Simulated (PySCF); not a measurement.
# Run report: Ge₂SiH₇ClO₂, geometry relaxation

System: Ge₂SiH₇ClO₂, SMILES [OH][Ge]([SiH3])([Cl])[O][GeH3].
Method: PBE0-D3(BJ)/def2-SVP geometry optimisation, gas phase (PySCF 2.14.0).

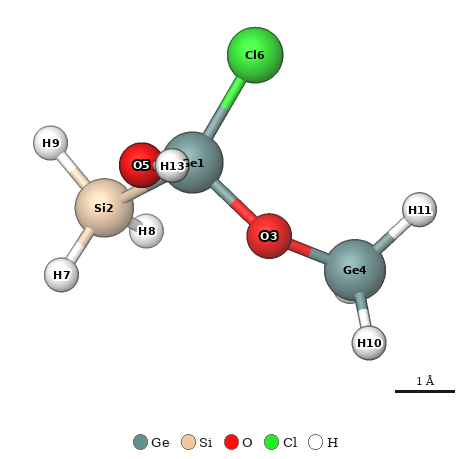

*The input geometry (ball-and-stick view, seen at a tilt; atoms are numbered from 1 in the order of the input). Sticks mark near contacts.*

Bond lengths as drawn: Cl–Ge 2.13 Å, Ge–H 1.49 to 1.54 Å, Ge–O 1.67 to 1.84 Å, Ge–Si 2.35 Å, H–O 0.98 Å and H–Si 1.45 to 1.47 Å.

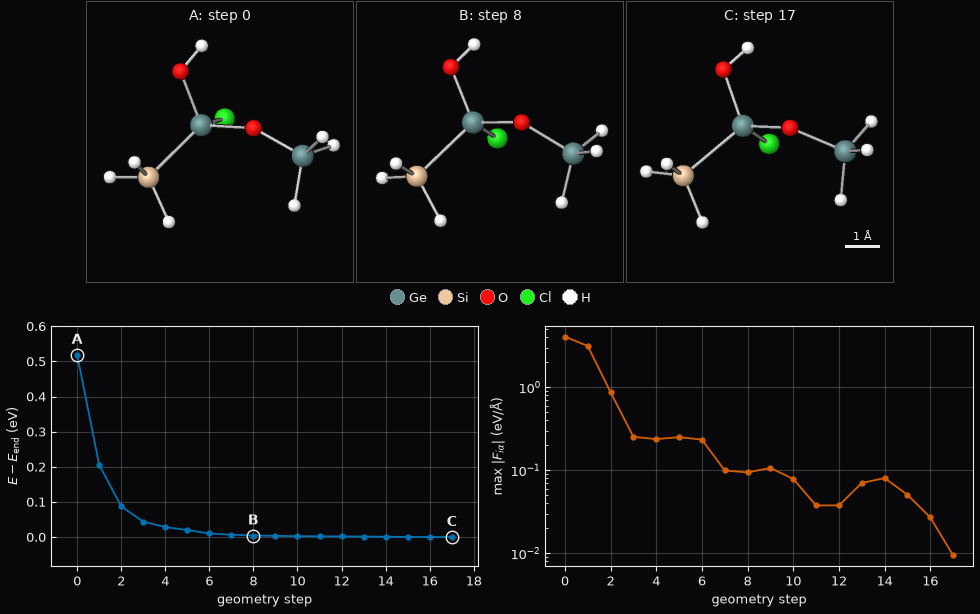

*Frames of the relaxation (ball-and-stick view, seen at a tilt) above the curves, on which the letters mark them (steps are counted from 0).*

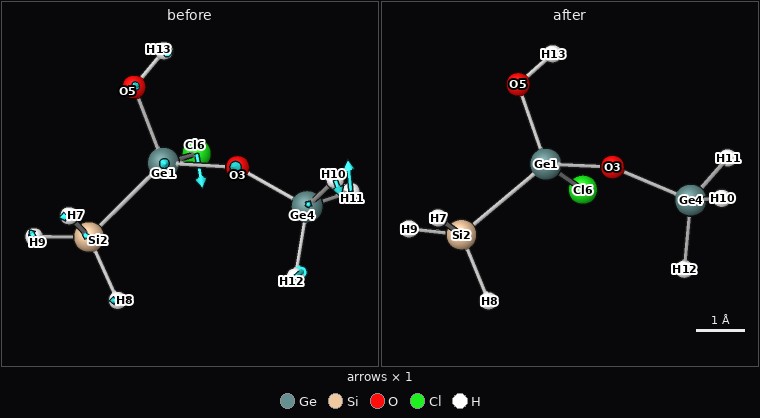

*Before (left) and after (right) the relaxation, at one scale (ball-and-stick view, seen at a tilt). The teal arrows give the displacements, at true length.*

Cl6 moves most after the best rigid fit: 0.82 Å. Largest moves by element: Cl 0.82 Å, H 0.72 Å, O 0.39 Å, Ge 0.29 Å, Si 0.17 Å. Among the contacts that change: O3–Ge4 1.675 → 1.791 Å, Ge1–O3 1.836 → 1.759 Å, Ge1–Cl6 2.125 → 2.186 Å, Ge4–H12 1.493 → 1.539 Å. Among the angles that change: Si2–Ge1–Cl6 128.0° → 109.8°, Ge1–O3–Ge4 144.3° → 130.4°, Ge1–O5–H13 118.4° → 112.4°. The energy falls by 0.519 eV in 17 geometry steps. The largest force component goes from 4.1 to 0.0095 eV/Å. (Atoms are counted from 1 in the order of the input.)

The input and output of the run follow.

**Input file**
```
{"job": {"xc": "PBE0", "basis": "def2-SVP", "d3": "d3bj", "grid": 2, "kind": "geom", "shake": 0.01}, "charge": 0, "multiplicity": 1}
Ge     0.549271    -0.112782     0.883666
Si     2.182190    -0.562715    -0.738597
O     -0.951407     0.567860     0.072939
Ge    -2.368633     0.165694    -0.723163
O      1.135004     1.275505     1.787233
Cl    -0.241717    -1.436182     2.346073
H      2.645626     0.711478    -1.300024
H      1.626069    -1.402574    -1.787567
H      3.284480    -1.253045    -0.052763
H     -2.912258     1.481319    -1.201030
H     -3.346490    -0.485184     0.266893
H     -2.079202    -0.772412    -1.848293
H      0.487277     1.805665     2.302037
```

The first line tells a small driver script what to run in PySCF; the rest is the geometry in Å.

Run as:
```bash
OMP_NUM_THREADS=1 python <driver script> task.json out
```

**Log**
```
step   0  E = -5056.62208348  max force = 0.079451
step   1  E = -5056.63357744  max force = 0.061406
step   2  E = -5056.63793129  max force = 0.017010
step   3  E = -5056.63952918  max force = 0.004946
step   4  E = -5056.64009054  max force = 0.004630
step   5  E = -5056.64040911  max force = 0.004898
step   6  E = -5056.64076658  max force = 0.004568
step   7  E = -5056.64089171  max force = 0.001943
step   8  E = -5056.64097964  max force = 0.001839
step   9  E = -5056.64101413  max force = 0.002085
step  10  E = -5056.64104267  max force = 0.001537
step  11  E = -5056.64105767  max force = 0.000737
step  12  E = -5056.64106970  max force = 0.000738
step  13  E = -5056.64108344  max force = 0.001372
step  14  E = -5056.64110510  max force = 0.001576
step  15  E = -5056.64112559  max force = 0.000989
step  16  E = -5056.64113662  max force = 0.000528
step  17  E = -5056.64114025  max force = 0.000185
optimisation converged
```

**Trajectory as extended XYZ (Å, eV, eV/Å), 17 of the 18 frames kept, from step=0 to step=17**
```
13
Properties=species:S:1:pos:R:3:forces:R:3 step=0 energy=-137597.69547
Ge    0.5493   -0.1128    0.8837   -1.8696   1.8029  -0.5763
Si    2.1822   -0.5627   -0.7386    0.2399  -0.1664   0.3663
O    -0.9514    0.5679    0.0729    4.0855   0.1809   2.0453
Ge   -2.3686    0.1657   -0.7232   -2.4546  -0.6586  -0.4357
O     1.1350    1.2755    1.7872   -0.0314   0.6729   0.4901
Cl   -0.2417   -1.4362    2.3461   -0.0753  -0.7250   0.2432
H     2.6456    0.7115   -1.3000    0.0192   0.4276  -0.0730
H     1.6261   -1.4026   -1.7876   -0.3262  -0.4294  -0.4737
H     3.2845   -1.2530   -0.0528    0.3486  -0.2059   0.1159
H    -2.9123    1.4813   -1.2010   -0.3680   0.5548  -0.3523
H    -3.3465   -0.4852    0.2669   -0.1503  -0.1053   0.0391
H    -2.0792   -0.7724   -1.8483    0.1315  -0.6120  -0.7964
H     0.4873    1.8057    2.3020    0.4508  -0.7367  -0.5926
13
Properties=species:S:1:pos:R:3:forces:R:3 step=1 energy=-137598.00824
Ge    0.4964    0.0292    0.8359    2.2776  -1.0088   1.4241
Si    2.1657   -0.6180   -0.7138    0.0345  -0.0408   0.0919
O    -0.8663    0.6913    0.1398   -3.1576   0.9484  -1.6843
Ge   -2.4008    0.2013   -0.7021    0.4435   0.1590   0.2485
O     1.1972    1.3311    1.8093    0.2401  -0.2527  -0.1210
Cl   -0.1964   -1.5520    2.1871    0.0672   0.0595  -0.1650
H     2.6694    0.6651   -1.2750    0.0538   0.0111  -0.0953
H     1.5578   -1.4596   -1.7790   -0.0521  -0.0290  -0.0714
H     3.2579   -1.3671   -0.0381    0.0475  -0.0197   0.0334
H    -3.0005    1.5236   -1.2269    0.0988  -0.1449   0.0604
H    -3.3378   -0.4819    0.3140    0.1058   0.0507  -0.0326
H    -2.0542   -0.7613   -1.8648    0.0310   0.1071   0.1362
H     0.5233    1.7810    2.3230   -0.1901   0.1602   0.1752
13
Properties=species:S:1:pos:R:3:forces:R:3 step=2 energy=-137598.12671
Ge    0.5237    0.0467    0.8465   -0.8747   0.3345  -0.2916
Si    2.1970   -0.6171   -0.7047   -0.0202  -0.0002  -0.0701
O    -0.9532    0.7457    0.0937    0.6472  -0.3058   0.3043
Ge   -2.4614    0.2085   -0.7207    0.5431   0.0048   0.3014
O     1.2391    1.3193    1.8463   -0.1894  -0.1106  -0.0910
Cl   -0.1679   -1.5619    2.1536    0.0421   0.1009  -0.1535
H     2.7306    0.6475   -1.2893    0.0132  -0.0303  -0.0250
H     1.5725   -1.4556   -1.7694   -0.0178   0.0074   0.0211
H     3.2799   -1.3811   -0.0231   -0.0286   0.0144   0.0445
H    -3.0813    1.4948   -1.2777   -0.0310   0.0168  -0.0229
H    -3.3638   -0.4660    0.3212   -0.0683  -0.0260   0.0060
H    -2.0745   -0.7702   -1.8436   -0.0404  -0.0285  -0.0460
H     0.5710    1.7720    2.3764    0.0248   0.0229   0.0229
13
Properties=species:S:1:pos:R:3:forces:R:3 step=3 energy=-137598.17019
Ge    0.5136    0.0653    0.8401   -0.2543   0.1068  -0.1001
Si    2.1760   -0.6101   -0.7172   -0.0075  -0.0044  -0.0132
O    -0.9280    0.7686    0.1003    0.1808   0.0063   0.0617
Ge   -2.4189    0.2003   -0.7030    0.1949  -0.0405   0.1427
O     1.2204    1.3218    1.8585   -0.1031  -0.0281   0.0112
Cl   -0.2049   -1.5549    2.1071    0.0240  -0.0017  -0.0617
H     2.7365    0.6411   -1.3047    0.0104  -0.0239  -0.0229
H     1.5338   -1.4371   -1.7801   -0.0148   0.0015   0.0161
H     3.2395   -1.3934   -0.0273   -0.0107   0.0062   0.0177
H    -3.0561    1.4686   -1.2840   -0.0210   0.0082  -0.0171
H    -3.3247   -0.4686    0.3431   -0.0219  -0.0066  -0.0073
H    -2.0284   -0.7925   -1.8141   -0.0134  -0.0171  -0.0182
H     0.5528    1.7736    2.3908    0.0366  -0.0065  -0.0088
13
Properties=species:S:1:pos:R:3:forces:R:3 step=4 energy=-137598.18547
Ge    0.5067    0.0938    0.8297    0.1612  -0.0347   0.0230
Si    2.1592   -0.5983   -0.7299    0.0052  -0.0099   0.0207
O    -0.9084    0.8141    0.0957   -0.0641   0.2381  -0.0629
Ge   -2.3819    0.1939   -0.6839   -0.0959  -0.0983  -0.0176
O     1.2051    1.3193    1.8860   -0.0178  -0.0103   0.0407
Cl   -0.2429   -1.5557    2.0330    0.0036  -0.0704   0.0068
H     2.7598    0.6305   -1.3239    0.0047  -0.0106  -0.0146
H     1.4910   -1.4082   -1.7896   -0.0108  -0.0054   0.0107
H     3.1953   -1.4107   -0.0323    0.0009   0.0009  -0.0006
H    -3.0450    1.4253   -1.3169    0.0023  -0.0004  -0.0026
H    -3.2857   -0.4527    0.3789    0.0007   0.0065  -0.0031
H    -1.9799   -0.8347   -1.7598    0.0043  -0.0020   0.0031
H     0.5383    1.7661    2.4221    0.0057  -0.0034  -0.0035
13
Properties=species:S:1:pos:R:3:forces:R:3 step=5 energy=-137598.19414
Ge    0.5051    0.1169    0.8164    0.2059  -0.0399   0.0177
Si    2.1566   -0.5862   -0.7384    0.0096  -0.0112   0.0262
O    -0.8973    0.8596    0.0804   -0.0477   0.2519  -0.0504
Ge   -2.3644    0.1917   -0.6686   -0.2002  -0.1236  -0.0751
O     1.1923    1.3095    1.9141    0.0151  -0.0047   0.0472
Cl   -0.2691   -1.5657    1.9573   -0.0103  -0.0823   0.0284
H     2.7910    0.6237   -1.3354   -0.0004  -0.0013  -0.0059
H     1.4698   -1.3814   -1.7973   -0.0057  -0.0082   0.0076
H     3.1686   -1.4230   -0.0341    0.0054  -0.0002  -0.0057
H    -3.0393    1.3848   -1.3611    0.0136   0.0013   0.0040
H    -3.2680   -0.4122    0.4197    0.0116   0.0152  -0.0025
H    -1.9562   -0.8839   -1.6961    0.0100   0.0067   0.0134
H     0.5224    1.7488    2.4523   -0.0068  -0.0035  -0.0049
13
Properties=species:S:1:pos:R:3:forces:R:3 step=6 energy=-137598.20386
Ge    0.5037    0.1580    0.7744    0.1133   0.0242  -0.0458
Si    2.1733   -0.5591   -0.7524    0.0119  -0.0111   0.0205
O    -0.8726    0.9544    0.0264    0.0469   0.0846   0.0221
Ge   -2.3453    0.1936   -0.6302   -0.2349  -0.1024  -0.1120
O     1.1523    1.2718    1.9701    0.0702   0.0101   0.0493
Cl   -0.3236   -1.5977    1.7685   -0.0254  -0.0573   0.0395
H     2.8740    0.6162   -1.3435   -0.0104   0.0119   0.0090
H     1.4634   -1.3239   -1.8184    0.0042  -0.0110   0.0006
H     3.1321   -1.4418   -0.0302    0.0080   0.0005  -0.0063
H    -3.0198    1.2894   -1.4694    0.0199   0.0074   0.0077
H    -3.2527   -0.2648    0.5232    0.0137   0.0226   0.0042
H    -1.9399   -1.0046   -1.5135    0.0069   0.0207   0.0188
H     0.4668    1.6910    2.5042   -0.0244  -0.0003  -0.0076
13
Properties=species:S:1:pos:R:3:forces:R:3 step=7 energy=-137598.20727
Ge    0.5065    0.1497    0.7680    0.0171   0.0395  -0.0409
Si    2.1879   -0.5593   -0.7492    0.0064  -0.0057   0.0084
O    -0.8746    0.9433    0.0182    0.0429  -0.0028   0.0213
Ge   -2.3638    0.1970   -0.6310   -0.0999  -0.0368  -0.0452
O     1.1531    1.2655    1.9652    0.0391  -0.0033   0.0237
Cl   -0.3137   -1.6088    1.7688   -0.0194  -0.0229   0.0126
H     2.8785    0.6247   -1.3351   -0.0066   0.0077   0.0035
H     1.4912   -1.3315   -1.8185    0.0054  -0.0083   0.0003
H     3.1528   -1.4323   -0.0233    0.0042   0.0033  -0.0007
H    -3.0167    1.2979   -1.4800    0.0129   0.0027   0.0047
H    -3.2758   -0.2298    0.5304    0.0095   0.0141   0.0052
H    -1.9774   -1.0162   -1.5004    0.0041   0.0099   0.0124
H     0.4637    1.6825    2.4961   -0.0156   0.0025  -0.0051
13
Properties=species:S:1:pos:R:3:forces:R:3 step=8 energy=-137598.20966
Ge    0.5091    0.1402    0.7423   -0.0638   0.0308  -0.0166
Si    2.2211   -0.5535   -0.7468   -0.0002   0.0067  -0.0085
O    -0.8692    0.9378   -0.0136    0.0089  -0.0945   0.0063
Ge   -2.3917    0.2053   -0.6186    0.0667   0.0443   0.0301
O     1.1401    1.2410    1.9641    0.0019  -0.0122   0.0016
Cl   -0.3187   -1.6351    1.7172   -0.0063   0.0204  -0.0134
H     2.9064    0.6409   -1.3177   -0.0030   0.0001  -0.0023
H     1.5515   -1.3332   -1.8281    0.0069  -0.0037   0.0003
H     3.1841   -1.4163   -0.0064    0.0005   0.0058   0.0062
H    -3.0023    1.2850   -1.5235   -0.0032  -0.0005  -0.0038
H    -3.3075   -0.1151    0.5726   -0.0041   0.0012   0.0047
H    -2.0500   -1.0662   -1.4171   -0.0057  -0.0036  -0.0005
H     0.4389    1.6518    2.4848    0.0015   0.0052  -0.0042
13
Properties=species:S:1:pos:R:3:forces:R:3 step=10 energy=-137598.21138
Ge    0.5106    0.1118    0.7037   -0.0219  -0.0293   0.0363
Si    2.2730   -0.5461   -0.7429   -0.0034   0.0148  -0.0099
O    -0.8577    0.9061   -0.0640   -0.0303  -0.0288  -0.0384
Ge   -2.4302    0.2247   -0.5953    0.0790   0.0440   0.0396
O     1.1187    1.1981    1.9518   -0.0207  -0.0107  -0.0080
Cl   -0.3347   -1.6744    1.6460    0.0083   0.0217  -0.0134
H     2.9384    0.6684   -1.2951   -0.0003  -0.0046  -0.0059
H     1.6621   -1.3484   -1.8419    0.0001  -0.0022   0.0027
H     3.2392   -1.3764    0.0296    0.0000   0.0041   0.0054
H    -2.9817    1.2657   -1.5801   -0.0089  -0.0017  -0.0029
H    -3.3444    0.0706    0.6304   -0.0074  -0.0069  -0.0006
H    -2.1864   -1.1279   -1.2870   -0.0059  -0.0057  -0.0055
H     0.4047    1.6103    2.4541    0.0114   0.0052   0.0006
13
Properties=species:S:1:pos:R:3:forces:R:3 step=11 energy=-137598.21178
Ge    0.5107    0.1027    0.6967    0.0006  -0.0284   0.0342
Si    2.2830   -0.5455   -0.7420   -0.0017   0.0097  -0.0046
O    -0.8533    0.8968   -0.0764   -0.0079   0.0086  -0.0379
Ge   -2.4356    0.2316   -0.5900    0.0177   0.0143   0.0181
O     1.1134    1.1875    1.9485   -0.0115  -0.0053  -0.0016
Cl   -0.3392   -1.6829    1.6327    0.0055   0.0077  -0.0054
H     2.9412    0.6722   -1.2958   -0.0016  -0.0026  -0.0044
H     1.6856   -1.3576   -1.8411   -0.0018  -0.0033   0.0032
H     3.2520   -1.3636    0.0401    0.0016   0.0025   0.0016
H    -2.9797    1.2648   -1.5875   -0.0035   0.0003   0.0009
H    -3.3473    0.1077    0.6415   -0.0023  -0.0049  -0.0011
H    -2.2179   -1.1347   -1.2638   -0.0013  -0.0015  -0.0034
H     0.3988    1.6037    2.4465    0.0064   0.0029   0.0005
13
Properties=species:S:1:pos:R:3:forces:R:3 step=12 energy=-137598.21211
Ge    0.5110    0.0953    0.6926    0.0085  -0.0108   0.0188
Si    2.2893   -0.5467   -0.7413    0.0002   0.0018   0.0012
O    -0.8475    0.8914   -0.0882    0.0232   0.0255  -0.0247
Ge   -2.4375    0.2389   -0.5862   -0.0379  -0.0125  -0.0033
O     1.1086    1.1790    1.9473    0.0014  -0.0009   0.0061
Cl   -0.3437   -1.6894    1.6223    0.0000  -0.0046   0.0021
H     2.9399    0.6716   -1.3022   -0.0033   0.0004  -0.0027
H     1.6998   -1.3705   -1.8358   -0.0022  -0.0040   0.0028
H     3.2625   -1.3522    0.0488    0.0034   0.0012  -0.0025
H    -2.9806    1.2686   -1.5882    0.0020   0.0026   0.0040
H    -3.3445    0.1313    0.6509    0.0028  -0.0019  -0.0001
H    -2.2399   -1.1347   -1.2519    0.0027   0.0032  -0.0010
H     0.3942    1.5999    2.4413   -0.0006   0.0000  -0.0008
13
Properties=species:S:1:pos:R:3:forces:R:3 step=13 energy=-137598.21249
Ge    0.5118    0.0874    0.6898    0.0093   0.0109   0.0000
Si    2.2945   -0.5506   -0.7399    0.0017  -0.0063   0.0064
O    -0.8396    0.8862   -0.1013    0.0444   0.0283  -0.0101
Ge   -2.4387    0.2478   -0.5836   -0.0705  -0.0283  -0.0150
O     1.1042    1.1710    1.9469    0.0125   0.0014   0.0116
Cl   -0.3488   -1.6951    1.6152   -0.0063  -0.0132   0.0071
H     2.9334    0.6677   -1.3139   -0.0045   0.0027  -0.0013
H     1.7110   -1.3905   -1.8254   -0.0017  -0.0040   0.0020
H     3.2758   -1.3392    0.0571    0.0044   0.0005  -0.0054
H    -2.9835    1.2805   -1.5818    0.0058   0.0040   0.0056
H    -3.3371    0.1480    0.6607    0.0062   0.0005   0.0004
H    -2.2609   -1.1283   -1.2502    0.0056   0.0058   0.0005
H     0.3897    1.5975    2.4355   -0.0070  -0.0023  -0.0018
13
Properties=species:S:1:pos:R:3:forces:R:3 step=14 energy=-137598.21308
Ge    0.5136    0.0747    0.6842    0.0053   0.0379  -0.0259
Si    2.3035   -0.5601   -0.7371    0.0031  -0.0157   0.0110
O    -0.8241    0.8789   -0.1266    0.0531   0.0155   0.0088
Ge   -2.4411    0.2649   -0.5789   -0.0810  -0.0344  -0.0210
O     1.0959    1.1568    1.9471    0.0227   0.0025   0.0164
Cl   -0.3605   -1.7042    1.6010   -0.0126  -0.0186   0.0112
H     2.9193    0.6571   -1.3377   -0.0052   0.0048   0.0002
H     1.7295   -1.4311   -1.8029   -0.0002  -0.0027   0.0003
H     3.3016   -1.3164    0.0707    0.0044   0.0003  -0.0070
H    -2.9893    1.3071   -1.5654    0.0080   0.0046   0.0058
H    -3.3194    0.1753    0.6807    0.0083   0.0029   0.0013
H    -2.2969   -1.1127   -1.2506    0.0071   0.0074   0.0014
H     0.3794    1.5923    2.4246   -0.0131  -0.0045  -0.0027
13
Properties=species:S:1:pos:R:3:forces:R:3 step=15 energy=-137598.21363
Ge    0.5155    0.0629    0.6784    0.0031   0.0447  -0.0336
Si    2.3122   -0.5729   -0.7336    0.0026  -0.0180   0.0099
O    -0.8085    0.8709   -0.1516    0.0325  -0.0012   0.0161
Ge   -2.4441    0.2828   -0.5750   -0.0509  -0.0223  -0.0122
O     1.0886    1.1438    1.9470    0.0197   0.0015   0.0133
Cl   -0.3737   -1.7110    1.5901   -0.0132  -0.0151   0.0090
H     2.9012    0.6427   -1.3637   -0.0037   0.0042   0.0006
H     1.7477   -1.4768   -1.7770    0.0012  -0.0007  -0.0010
H     3.3294   -1.2936    0.0827    0.0026   0.0006  -0.0046
H    -2.9950    1.3418   -1.5416    0.0057   0.0032   0.0033
H    -3.2982    0.1959    0.7013    0.0061   0.0031   0.0009
H    -2.3322   -1.0910   -1.2599    0.0054   0.0052   0.0007
H     0.3687    1.5871    2.4120   -0.0113  -0.0052  -0.0024
13
Properties=species:S:1:pos:R:3:forces:R:3 step=16 energy=-137598.21393
Ge    0.5166    0.0597    0.6743    0.0007   0.0272  -0.0221
Si    2.3163   -0.5810   -0.7318    0.0008  -0.0112   0.0043
O    -0.8017    0.8690   -0.1631    0.0060  -0.0088   0.0115
Ge   -2.4462    0.2915   -0.5728   -0.0088  -0.0050  -0.0014
O     1.0863    1.1385    1.9469    0.0090   0.0000   0.0049
Cl   -0.3824   -1.7115    1.5842   -0.0070  -0.0063   0.0038
H     2.8929    0.6332   -1.3761   -0.0012   0.0015   0.0001
H     1.7561   -1.4999   -1.7644    0.0011   0.0003  -0.0009
H     3.3424   -1.2851    0.0877    0.0002   0.0011  -0.0005
H    -2.9991    1.3610   -1.5262    0.0014   0.0012   0.0007
H    -3.2860    0.2018    0.7125    0.0016   0.0014   0.0002
H    -2.3468   -1.0780   -1.2675    0.0014   0.0018  -0.0006
H     0.3632    1.5834    2.4057   -0.0052  -0.0032  -0.0001
13
Properties=species:S:1:pos:R:3:forces:R:3 step=17 energy=-137598.21403
Ge    0.5169    0.0617    0.6728    0.0009   0.0086  -0.0066
Si    2.3162   -0.5842   -0.7317   -0.0004  -0.0038   0.0000
O    -0.8017    0.8710   -0.1633   -0.0060  -0.0059   0.0035
Ge   -2.4468    0.2927   -0.5724    0.0095   0.0033   0.0035
O     1.0880    1.1391    1.9464    0.0004   0.0000  -0.0011
Cl   -0.3853   -1.7083    1.5841   -0.0017  -0.0010  -0.0001
H     2.8924    0.6293   -1.3780    0.0003  -0.0007  -0.0005
H     1.7557   -1.5043   -1.7630    0.0004   0.0002  -0.0001
H     3.3428   -1.2869    0.0883   -0.0010   0.0009   0.0018
H    -3.0020    1.3668   -1.5192   -0.0008   0.0002  -0.0004
H    -3.2830    0.1960    0.7145   -0.0009   0.0001  -0.0002
H    -2.3455   -1.0728   -1.2743   -0.0008  -0.0002  -0.0009
H     0.3639    1.5825    2.4051    0.0002  -0.0018   0.0012
```

**Results in brief**

- outcome: converged
- total energy: −5056.641140 hartree
- dipole moment: 1.30 D
- point group: C1
- hardware: 1 CPU thread, shared host
- wall time: 7 min
- peak memory: 0.89 GiB
